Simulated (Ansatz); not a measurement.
**Si2H6O (disilanol) at CCSD/def2-SVPD**

Aim: the vertical ionisation energy of Si2H6O (disilanol) at CCSD/def2-SVPD, from 2 runs. 

The calculation is run with Ansatz 0.2.0.

30 further runs of the same task are left out: 30 set aside as unsound or not needed.

### 1 Starting point

Si2H6O: 9 atoms, total charge 0, spin state singlet. As SMILES, `O[SiH2][SiH3]`. The coordinates come from a PBE0-D4/def2-TZVP relaxation. This is one conformer, not always the lowest.

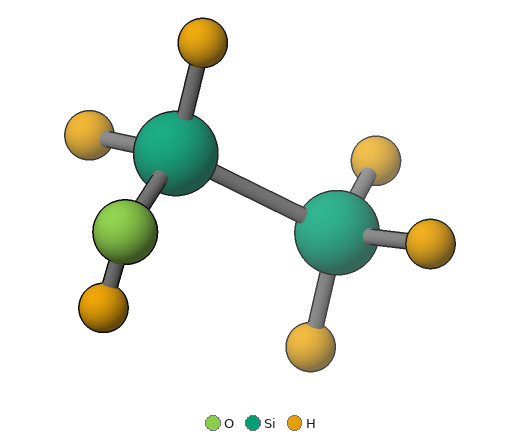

The structure, seen from a chosen angle (oxygen green, silicon teal, hydrogen amber).

### 2 The energy at CCSD/def2-SVPD

Input file molecule.yaml:

```yaml
crystal:
  periodic: [false, false, false]
  atoms:
    - {symbol: O, position_ang: [-1.609000, 1.039900, -0.762000]}
    - {symbol: Si, position_ang: [0.004800, 0.933100, -0.415900]}
    - {symbol: Si, position_ang: [0.544200, -1.038400, 0.738600]}
    - {symbol: H, position_ang: [-1.996600, 0.341400, -1.290800]}
    - {symbol: H, position_ang: [0.830600, 0.994500, -1.657800]}
    - {symbol: H, position_ang: [0.311400, 2.125200, 0.413000]}
    - {symbol: H, position_ang: [2.012900, -1.104800, 0.974500]}
    - {symbol: H, position_ang: [0.146200, -2.228200, -0.066200]}
    - {symbol: H, position_ang: [-0.156000, -1.109100, 2.049500]}
basis:
  gaussian: {orbitals: def2-SVPD}
accuracy: high
correlation: {method: ccsd, frozen_orbitals: {H: 0, O: 1, Si: 5}}
scf: {omitted_lower_state_checks: [cluster_reference, increment]}
```

Command:

```console
$ ansatz run molecule.yaml --threads 1 --pin off --max-ram 3480MiB --events-out events.jsonl --progress --plain --runs-dir runs
```

Standard output, cut to the lines that bear on the results:

```text
Warning: RAYON_NUM_THREADS=1 ignored (pool sized by the plan → 1); use --threads N
Functional definition: HF
  name "HF"
[...]
2341 factors; integrals over basis functions are off by at most 3.8e-9 eV
[...]
mean field -17851.15631772 eV, -656.0178947278 hartree, gradient 2.6e-8 eV, S^2 0.000000; 0 other end points of the search recorded, 0 dependent functions left out
11 core orbitals not correlated: weight in the atoms' cores, before any rotation towards them, 1.000 or more for the frozen orbitals, at most 0.000 for the correlated occupied ones
reference -17851.15631772 eV, -656.0178947278 hartree; 10, 10 occupied and 98, 98 virtual orbitals, 2341 factors
second order -11.23421731 eV of doubles, -0.00000000 eV of singles
cycle   1  -12.06983226 eV  change   -8.4e-1 eV  update   9.3e-2
[...]
cycle  22  -12.55851526 eV  change  -1.4e-10 eV  update  8.7e-10
Total energy: -17863.71483298 eV, -656.4794116511 hartree
Checks for a lower state left out: cluster_reference, increment
```

It took 28 s on 1 thread of Arm Neoverse V1, shared host; peak memory 1 GiB.

### 3 The doublet cation

Input file run.yaml:

```yaml
crystal:
  periodic: [false, false, false]
  atoms:
    - {symbol: O, position_ang: [-1.609000, 1.039900, -0.762000]}
    - {symbol: Si, position_ang: [0.004800, 0.933100, -0.415900]}
    - {symbol: Si, position_ang: [0.544200, -1.038400, 0.738600]}
    - {symbol: H, position_ang: [-1.996600, 0.341400, -1.290800]}
    - {symbol: H, position_ang: [0.830600, 0.994500, -1.657800]}
    - {symbol: H, position_ang: [0.311400, 2.125200, 0.413000]}
    - {symbol: H, position_ang: [2.012900, -1.104800, 0.974500]}
    - {symbol: H, position_ang: [0.146200, -2.228200, -0.066200]}
    - {symbol: H, position_ang: [-0.156000, -1.109100, 2.049500]}
basis:
  gaussian: {orbitals: def2-SVPD}
total_charge: 1
magnetization: {spin_polarized: true, initial_magnetization: 1}
correlation: {method: ccsd, frozen_orbitals: {H: 0, O: 1, Si: 5}}
accuracy: high
scf: {omitted_lower_state_checks: [cluster_reference, increment]}
```

Command:

```console
$ ansatz run run.yaml --threads 1 --pin off --max-ram 3480MiB --events-out events.jsonl --progress --plain --runs-dir runs
```

Standard output, cut to the lines that bear on the results:

```text
Warning: RAYON_NUM_THREADS=1 ignored (pool sized by the plan → 1); use --threads N
[... 2 set-up lines as earlier in the session ...]
[...]
2341 factors; integrals over basis functions are off by at most 3.8e-9 eV
[...]
mean field -17841.52378803 eV, -655.6639057909 hartree, gradient 6.2e-8 eV, S^2 0.763901; 1 other end points of the search recorded, 0 dependent functions left out
11 core orbitals not correlated: weight in the atoms' cores, before any rotation towards them, 1.000 or more for the frozen orbitals, at most 0.000 for the correlated occupied ones
reference -17841.52378803 eV, -655.6639057909 hartree; 10, 9 occupied and 98, 99 virtual orbitals, 2341 factors
second order -10.77724235 eV of doubles, -0.00000000 eV of singles
cycle   1  -11.51779021 eV  change   -7.4e-1 eV  update   1.1e-1
[...]
cycle  33  -12.09942607 eV  change  -6.9e-10 eV  update   1.4e-9
Total energy: -17853.62321410 eV, -656.1085514978 hartree
Checks for a lower state left out: cluster_reference, increment
```

It took 1.9 min on 1 thread of Arm Neoverse V1, shared host; peak memory 2.2 GiB.

### 4 Summary of results

Level: CCSD/def2-SVPD, 11 core orbitals frozen.

```
                                                    quantity          value
                                singlet Si2H6O: total energy  -656.47941 Eh
singlet Si2H6O: correlation energy (11 core orbitals frozen)     -461.5 mEh
                               singlet Si2H6O: T1 diagnostic          0.014
                                doublet cation: total energy  -656.10855 Eh
doublet cation: correlation energy (11 core orbitals frozen)     -444.6 mEh
           doublet cation: ⟨S²⟩ of the reference determinant          0.764
                               doublet cation: T1 diagnostic          0.026
          vertical ionisation energy (to the doublet cation)      10.092 eV
```

What this shows: The vertical ionisation energy comes to 10.09 eV (233 kcal/mol).
